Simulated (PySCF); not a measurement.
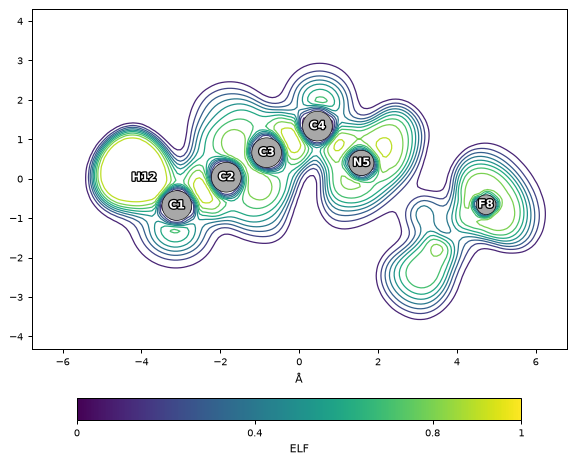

C$_{5}$H$_{8}$F$_{3}$NSi (SMILES CC#CCN[SiH2]C(F)(F)F). Electron localisation function on the plane of atoms C2, C1 and H12. Grey discs cover the atomic cores.

Geometry: GFN2-xTB.

These are results of PBE0/pcSseg-1, SCF density, gas phase, non-relativistic in PySCF 2.14.0, not measurements.

```xyz
18

C     3.6541   -0.0106    0.8817
C     2.5111   -0.3085    0.0482
C     1.5823   -0.5495   -0.6706
C     0.4030   -0.8612   -1.4607
N    -0.8043   -0.9418   -0.6515
Si   -1.7498    0.4235   -0.2696
C    -3.1924   -0.3533    0.7659
F    -4.0756   -1.0457    0.0194
F    -3.9125    0.5830    1.4156
F    -2.7624   -1.2141    1.7167
H     3.5354    0.9709    1.3390
H     4.5629   -0.0128    0.2810
H     3.7474   -0.7587    1.6682
H     0.5540   -1.8175   -1.9751
H     0.2527   -0.0809   -2.2108
H    -0.7665   -1.7188   -0.0045
H    -2.3489    0.9576   -1.4897
H    -1.1993    1.4800    0.5849
```

> What does the map show?

- The plane passes through C, N, F and H nuclei.
- C–C (1.20 Å): the ELF peaks at about 0.85 between the atoms (a multiple bond).
- C–N (1.46 Å): the ELF peaks at about 0.90 between the atoms: localised, covalent bonding.
- C–H (1.09 Å): the ELF climbs to about 1 towards the hydrogen, as it does in any bond to H: a covalent bond by its length.
- The ELF also peaks beside F8 and N5, away from the bonds: lone-pair regions.
